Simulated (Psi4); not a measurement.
# SiH2 (SMILES [SiH2]), step by step

Wanted: a structure relaxation (singlet SiH2, PBE/def2-SVPD), then a single-point energy (doublet [SiH2]+, UPBE/def2-SVPD), then a structure relaxation (doublet [SiH2]+, UPBE/def2-SVPD), then the energy (doublet [SiH2]−, UPBE/def2-SVPD), then a structure relaxation (doublet [SiH2]−, UPBE/def2-SVPD) of H2Si. 

The calculation is run with Psi4 1.11.

### Step 1. Starting point

SiH2: 3 atoms, total charge 0, spin state singlet. SMILES: `[SiH2]`. Geometry: relaxed at PBE0-D4/def2-TZVP. The run starts from this shape.

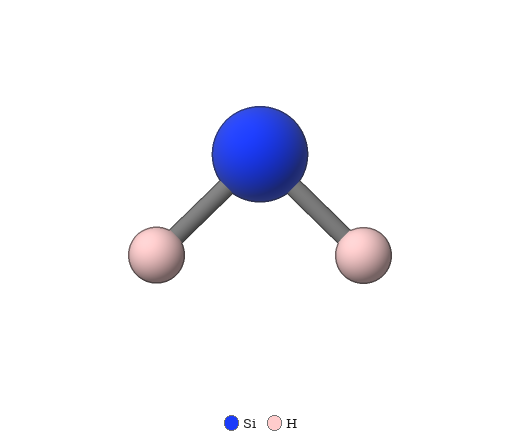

Viewed from a chosen angle; silicon blue, hydrogen pink.

### Step 2. A structure relaxation at PBE/def2-SVPD (density fitting) (run 1)

job.dat

```
memory 1600 mb

molecule {
  0 1
  Si    -0.491200     0.468600    -0.213600
  H      0.840300     0.578600     0.522500
  H     -0.349100    -1.047200    -0.308900
  symmetry c1
}

set basis def2-SVPD

opt('pbe')
```

On the command line:

```
$ psi4 -i job.dat -o job.out -n 1
```

job.out:

```text
[...]
  Running in c1 symmetry.
[...]
  Nuclear repulsion =    9.956246036569164
[...]
  Multiplicity = 1
[...]
  Nalpha       = 8
  Nbeta        = 8
[...]
    Number of basis functions: 40
[...]
   @DF-RKS iter   1:  -290.32644459234194   -2.81556e-01   4.54598e-03 DIIS/ADIIS
[...]
   @DF-RKS iter   5:  -290.35782351448302   -7.27596e-12   8.15817e-09 DIIS
[...]
  @DF-RKS Final Energy:  -290.35782351448302
   => Energetics <=
    Nuclear Repulsion Energy =              9.8177225484210773
    One-Electron Energy =                -421.2956913707428157
    Two-Electron Energy =                 142.5020289303899972
    DFT Exchange-Correlation Energy =     -21.3818836225513245
    Empirical Dispersion Energy =           0.0000000000000000
    VV10 Nonlocal Energy =                  0.0000000000000000
    Total Energy =                       -290.3578235144830160
[...]
  -Total Gradient:
     Atom            X                  Y                   Z
    ------   -----------------  -----------------  -----------------
       1        0.000024275017    -0.000021442232    -0.000000000075
       2       -0.000015654683     0.000008657690     0.000000000037
       3       -0.000010537055     0.000014476165     0.000000000037
[...]
    Final optimized geometry and variables:
    Molecular point group: c1
    Full point group: Cs
    Geometry (in Angstrom), charge = 0, multiplicity = 1:
    SI          -0.054830856583     0.048392367860    -0.000000000000
    H            1.488757661347     0.152854943866     0.000000000000
    H            0.033330793883    -1.496212845435    -0.000000000000
    Psi4 run time: 0:00:13.60
[...]
```

On the terminal:

```text
Optimizer: Optimization complete!
```

It took 18 s on 1 thread of Intel Xeon at 2.50GHz (Skylake/Cascade Lake), shared host; peak memory 0.3 GiB.

Step by step:

```tsv
step	energy from the first frame kept (eV)	largest force (eV/Å)
0	0.0000	0.4669
1	-0.0068	0.0373
2	-0.0069	0.0017
```

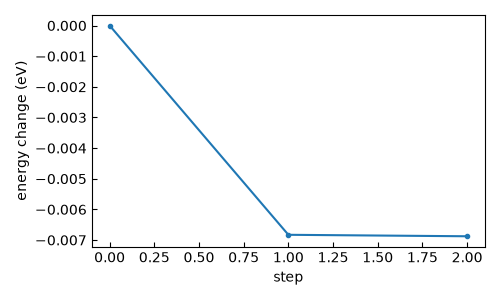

Energy along the run.

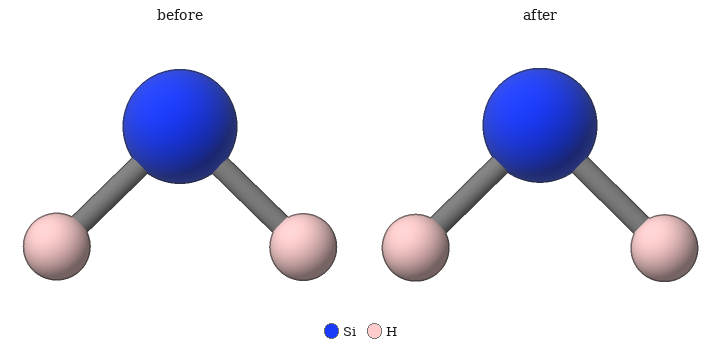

Before and after, at one scale.

After the run. Bond lengths: Si1–H2 1.547 Å, Si1–H3 1.547 Å. Angles: H2–Si1–H3 90.6°.

### Step 3. The doublet cation: the energy at UPBE/def2-SVPD (density fitting) (run 2)

calc.dat

```
memory 1600 mb

molecule geom {
  1 2
  Si
  H 1 1.547119
  H 1 1.547119 2 90.60486
  units angstrom
  symmetry c1
}

set {
  reference uks
}

energy("pbe/def2-SVPD")
print_variables()
```

On the command line:

```
$ psi4 calc.dat calc.out -n 1
```

calc.out:

```text
[...]
  Running in c1 symmetry.
[...]
  Nuclear repulsion =    9.817723868659884
[...]
  Multiplicity = 2
[...]
  Nalpha       = 8
  Nbeta        = 7
[...]
    Number of basis functions: 40
[...]
   @DF-UKS iter   1:  -289.99354029038665    4.32357e-02   3.41463e-03 DIIS/ADIIS
[...]
   @DF-UKS iter   7:  -290.01331689475342   -2.72034e-08   3.83037e-07 DIIS
[...]
   @S^2 Observed:                7.520418971E-01
[...]
  @DF-UKS Final Energy:  -290.01331689475342
   => Energetics <=
    Nuclear Repulsion Energy =              9.8177238686598844
    One-Electron Energy =                -416.0835383836440542
    Two-Electron Energy =                 137.3699092746188057
    DFT Exchange-Correlation Energy =     -21.1174116543880537
    Empirical Dispersion Energy =           0.0000000000000000
    VV10 Nonlocal Energy =                  0.0000000000000000
    Total Energy =                       -290.0133168947534159
[...]
 Multipole Moments:
 ------------------------------------------------------------------------------------
     Multipole            Electronic (a.u.)      Nuclear  (a.u.)        Total (a.u.)
 ------------------------------------------------------------------------------------
 L = 1.  Multiply by 2.5417464519 to convert [e a0] to [Debye]
 Dipole X            :         -0.0000000            0.0000000           -0.0000000
 Dipole Y            :          0.0000000            0.0000000            0.0000000
 Dipole Z            :         -1.9423090            1.9015755           -0.0407335
 Magnitude           :                                                    0.0407335
[...]
```

Run time: 8.4 s. Hardware: 1 thread of Intel Xeon at 2.50GHz (Skylake/Cascade Lake), shared host; peak memory 0.27 GiB.

### Step 4. The doublet cation: a geometry optimisation at UPBE/def2-SVPD (density fitting) (run 3)

calc.in

```
memory 1600 mb

molecule m {
  1 2
  Si
  H 1 1.547119
  H 1 1.547119 2 90.60486
  symmetry c1
}

set globals {
  basis def2-SVPD
  reference uks
  geom_maxiter 50
}

e_tot, wfn = optimize("pbe", return_wfn=True)
```

On the command line:

```
$ psi4 -i calc.in -o calc.out -n 1
```

calc.out:

```text
[...]
  Running in c1 symmetry.
[...]
  Nuclear repulsion =    9.817723868659884
[...]
  Multiplicity = 2
[...]
  Nalpha       = 8
  Nbeta        = 7
[...]
    Number of basis functions: 40
[...]
   @DF-UKS iter   1:  -289.99354029038665    4.32357e-02   3.41463e-03 DIIS/ADIIS
[...]
   @DF-UKS iter   6:  -290.02963528539135   -2.27374e-13   8.79650e-10 DIIS
[...]
   @S^2 Observed:                7.514408783E-01
[...]
  @DF-UKS Final Energy:  -290.02963528539135
   => Energetics <=
    Nuclear Repulsion Energy =              9.9946333244313195
    One-Electron Energy =                -416.4653598287529803
    Two-Electron Energy =                 137.5738862642962772
    DFT Exchange-Correlation Energy =     -21.1327950453659845
    Empirical Dispersion Energy =           0.0000000000000000
    VV10 Nonlocal Energy =                  0.0000000000000000
    Total Energy =                       -290.0296352853913504
[...]
  -Total Gradient:
     Atom            X                  Y                   Z
    ------   -----------------  -----------------  -----------------
       1        0.000000000000    -0.000000000020    -0.000011360832
       2       -0.000000000000     0.000006905090     0.000006972867
       3       -0.000000000000    -0.000006905071     0.000006972878
[...]
    Final optimized geometry and variables:
    Molecular point group: c1
    Full point group: C2v
    Geometry (in Angstrom), charge = 1, multiplicity = 2:
    SI
    H             1    1.513110
    H             1    1.513110      2  119.679911
    Psi4 run time: 0:00:28.44
[...]
```

Standard output:

```text
Optimizer: Optimization complete!
```

Wall time 32 s (1 thread of Intel Xeon at 2.50GHz (Skylake/Cascade Lake), shared host); peak memory 0.3 GiB.

Step by step:

```tsv
step	energy from the first frame kept (eV)	largest force (eV/Å)
0	0.0000	2.0416
1	-0.4071	0.7520
2	-0.4431	0.0635
3	-0.4440	0.0107
4	-0.4440	0.0006
```

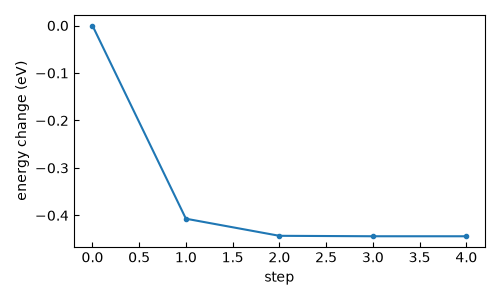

Energy along the run.

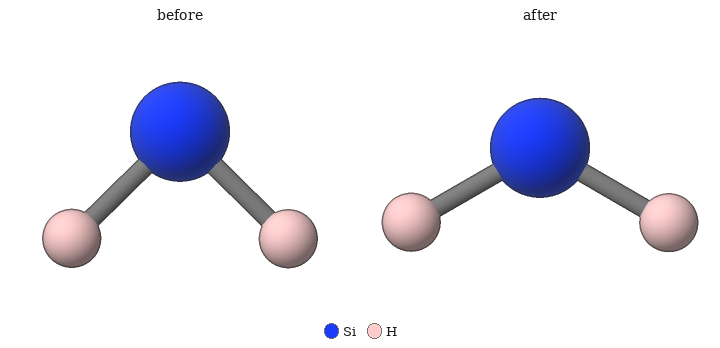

Before and after, at one scale.

After the run. Bond lengths: Si1–H2 1.513 Å, Si1–H3 1.513 Å. Angles: H2–Si1–H3 119.7°.

### Step 5. The doublet anion: the energy at UPBE/def2-SVPD (density fitting) (run 4)

input.in

```
memory 1.6 GB

molecule mol {
  -1 2
  Si
  H 1 R2
  H 1 R3 2 A3

  R2 = 1.547119
  R3 = 1.547119
  A3 = 90.60486
  symmetry c1
}

set globals {
  basis def2-SVPD
  reference uks
}

e_tot = energy("pbe")
```

On the command line:

```
$ psi4 input.in input.out -n 1
```

input.out:

```text
[...]
  Running in c1 symmetry.
[...]
  Nuclear repulsion =    9.817723868659884
[...]
  Multiplicity = 2
[...]
  Nalpha       = 9
  Nbeta        = 8
[...]
    Number of basis functions: 40
[...]
   @DF-UKS iter   1:  -290.28013031321120   -2.43354e-01   8.11185e-03 ADIIS/DIIS
[...]
   @DF-UKS iter   7:  -290.39179198791174   -4.82585e-08   7.87464e-07 DIIS
[...]
   @S^2 Observed:                7.562365642E-01
[...]
  @DF-UKS Final Energy:  -290.39179198791174
   => Energetics <=
    Nuclear Repulsion Energy =              9.8177238686598844
    One-Electron Energy =                -425.7561816770634096
    Two-Electron Energy =                 147.1491126368375717
    DFT Exchange-Correlation Energy =     -21.6024468163457612
    Empirical Dispersion Energy =           0.0000000000000000
    VV10 Nonlocal Energy =                  0.0000000000000000
    Total Energy =                       -290.3917919879117449
[...]
 Multipole Moments:
 ------------------------------------------------------------------------------------
     Multipole            Electronic (a.u.)      Nuclear  (a.u.)        Total (a.u.)
 ------------------------------------------------------------------------------------
 L = 1.  Multiply by 2.5417464519 to convert [e a0] to [Debye]
 Dipole X            :         -0.0000000            0.0000000           -0.0000000
 Dipole Y            :          0.0000000            0.0000000            0.0000000
 Dipole Z            :         -1.9567180            1.9015755           -0.0551425
 Magnitude           :                                                    0.0551425
[...]
```

Run time: 9.1 s. Hardware: 1 thread of Intel Xeon at 2.50GHz (Skylake/Cascade Lake), shared host; peak memory 0.27 GiB.

### Step 6. The doublet anion: a geometry optimisation at UPBE/def2-SVPD (density fitting) (run 5)

h2si.py

```python
import psi4

psi4.set_memory(1600000000)
psi4.set_num_threads(1)
psi4.core.set_output_file('h2si.out', False)

geom = psi4.geometry("""
-1 2
Si    -0.492159     0.469514    -0.214017
H      0.859138     0.573458     0.532152
H     -0.341308    -1.067425    -0.306968
symmetry c1
""")

psi4.set_options({
    'basis': 'def2-SVPD',
    'reference': 'uks',
    'geom_maxiter': 50,
})

e_tot, wfn = psi4.optimize('pbe', return_wfn=True)
print(f'pbe energy: {e_tot:.10f} Eh')
print(geom.to_string(dtype='xyz', units='Angstrom'))
for k, v in sorted(psi4.core.scalar_variables().items()):
    print(f'{k:45s} {v:18.10f}')
```

On the command line:

```
$ python h2si.py
```

h2si.out:

```text
[...]
  Running in c1 symmetry.
[...]
  Nuclear repulsion =    9.817724765275269
[...]
  Multiplicity = 2
[...]
  Nalpha       = 9
  Nbeta        = 8
[...]
    Number of basis functions: 40
[...]
   @DF-UKS iter   1:  -290.28013032422496   -2.43354e-01   8.11185e-03 ADIIS/DIIS
[...]
   @DF-UKS iter   7:  -290.39212692333587   -3.41061e-13   2.46149e-09 DIIS
[...]
   @S^2 Observed:                7.562462435E-01
[...]
  @DF-UKS Final Energy:  -290.39212692333587
   => Energetics <=
    Nuclear Repulsion Energy =              9.6481698231464978
    One-Electron Energy =                -425.3978621142085785
    Two-Electron Energy =                 146.9500258951605929
    DFT Exchange-Correlation Energy =     -21.5924605274343406
    Empirical Dispersion Energy =           0.0000000000000000
    VV10 Nonlocal Energy =                  0.0000000000000000
    Total Energy =                       -290.3921269233358657
[...]
  -Total Gradient:
     Atom            X                  Y                   Z
    ------   -----------------  -----------------  -----------------
       1        0.000095754442    -0.000084513283    -0.000000000000
       2       -0.000064777254     0.000025580838     0.000000000000
       3       -0.000033432282     0.000061099244    -0.000000000000
[...]
    Final optimized geometry and variables:
    Molecular point group: c1
    Full point group: Cs
    Geometry (in Angstrom), charge = -1, multiplicity = 2:
    SI          -0.055792989981     0.049241525182    -0.000000000000
    H            1.514918253772     0.155578958943     0.000000000000
    H            0.033878741670    -1.522509218076    -0.000000000000
[...]
```

Standard output:

```text
Some dependencies such as QCElemental have not yet finished migration to pydantic v2. If issues are encountered please downgrade pydantic or upgrade QCElemental as appropriate
Optimizer: Optimization complete!
pbe energy: -290.3921269233 Eh
3
-1 2 H2Si
Si                   -0.055792989981     0.049241525182     0.000000000000
H                     1.514918253772     0.155578958943     0.000000000000
H                     0.033878741670    -1.522509218076     0.000000000000

CURRENT ENERGY                                   -290.3921269233
CURRENT REFERENCE ENERGY                         -290.3921269233
DD SOLVATION ENERGY                                 0.0000000000
DFT FUNCTIONAL TOTAL ENERGY                      -290.3921269233
DFT TOTAL ENERGY                                 -290.3921269233
DFT VV10 ENERGY                                     0.0000000000
DFT XC ENERGY                                     -21.5924605274
GRID ELECTRONS ALPHA                                9.0000026219
GRID ELECTRONS BETA                                 8.0000026304
GRID ELECTRONS TOTAL                               17.0000052523
NUCLEAR REPULSION ENERGY                            9.6481698231
ONE-ELECTRON ENERGY                              -425.3978621142
OPTIMIZATION ITERATIONS                             3.0000000000
PCM POLARIZATION ENERGY                             0.0000000000
PE ENERGY                                           0.0000000000
SCF ITERATION ENERGY                             -290.3921269233
SCF ITERATIONS                                      7.0000000000
SCF TOTAL ENERGY                                 -290.3921269233
TWO-ELECTRON ENERGY                               146.9500258952
XC GRID RADIAL POINTS                              75.0000000000
XC GRID SPHERICAL POINTS                          302.0000000000
XC GRID TOTAL POINTS                            66052.0000000000
```

Run time: 26 s. Hardware: 1 thread of Intel Xeon at 2.50GHz (Skylake/Cascade Lake), shared host; peak memory 0.3 GiB.

Steps, from the record of the run:

```tsv
step	energy from the first frame kept (eV)	largest force (eV/Å)
0	0.0000	0.4622
1	-0.0089	0.0798
2	-0.0091	0.0066
```

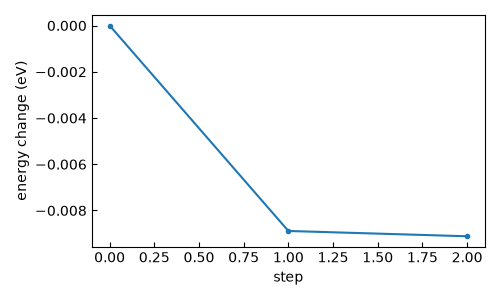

Energy along the run.

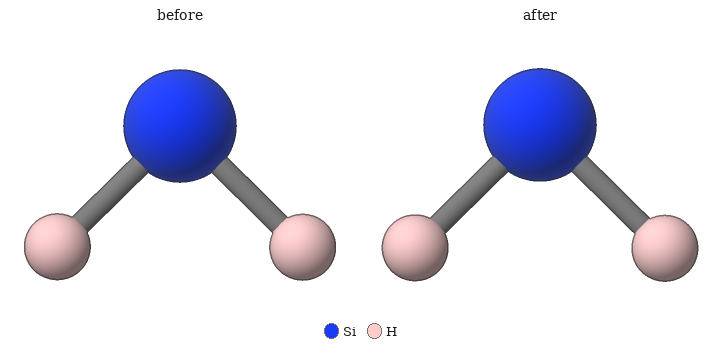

Before and after, at one scale.

After the run. Bond lengths: Si1–H2 1.574 Å, Si1–H3 1.574 Å. Angles: H2–Si1–H3 90.6°.

### Step 7. Summary of results

| quantity | value |
| --- | --- |
| run 1, PBE/def2-SVPD: total energy at the end | -290.35782 Eh |
| run 1, PBE/def2-SVPD: dipole moment | 0.11 D |
| run 1, PBE/def2-SVPD: HOMO energy | -5.83 eV |
| run 1, PBE/def2-SVPD: LUMO energy | -4.02 eV |
| run 1, PBE/def2-SVPD: HOMO–LUMO gap | 1.81 eV |
| doublet cation, run 2: total energy | -290.01332 Eh |
| doublet cation, run 2: HOMO energy (highest over α and β) | -14.64 eV |
| doublet cation, run 2: LUMO energy (lowest over α and β) | -12.83 eV |
| doublet cation, run 2: ⟨S²⟩ | 0.752 |
| doublet cation, run 3: total energy at the end | -290.02964 Eh |
| doublet cation, run 3: HOMO energy (highest over α and β) | -13.71 eV |
| doublet cation, run 3: LUMO energy (lowest over α and β) | -11.81 eV |
| doublet cation, run 3: ⟨S²⟩ | 0.751 |
| doublet anion, run 4: total energy | -290.39179 Eh |
| doublet anion, run 4: HOMO energy (highest over α and β) | 2.25 eV |
| doublet anion, run 4: LUMO energy (lowest over α and β) | 3.76 eV |
| doublet anion, run 4: ⟨S²⟩ | 0.756 |
| doublet anion, run 5: total energy at the end | -290.39213 Eh |
| doublet anion, run 5: HOMO energy (highest over α and β) | 2.23 eV |
| doublet anion, run 5: LUMO energy (lowest over α and β) | 3.73 eV |
| doublet anion, run 5: ⟨S²⟩ | 0.756 |
| adiabatic electron affinity (to the doublet anion, no zero-point term) | 0.933 eV |
| adiabatic ionisation energy (to the doublet cation, no zero-point term) | 8.930 eV |

The adiabatic electron affinity (to the doublet anion, no zero-point term) is 0.93 eV (21.5 kcal/mol). The adiabatic ionisation energy (to the doublet cation, no zero-point term) is 8.93 eV (206 kcal/mol). The optimisation (run 1, PBE/def2-SVPD) took 3 steps and changed the energy by -0.007 eV. The optimisation (doublet cation, run 3) took 5 steps and changed the energy by -0.444 eV. The HOMO (doublet anion, run 4) lies at positive energy, 2.25 eV, as semi-local functionals often give for anions; only total energies tell whether the electron is bound. The optimisation (doublet anion, run 5) took 3 steps and changed the energy by -0.009 eV.
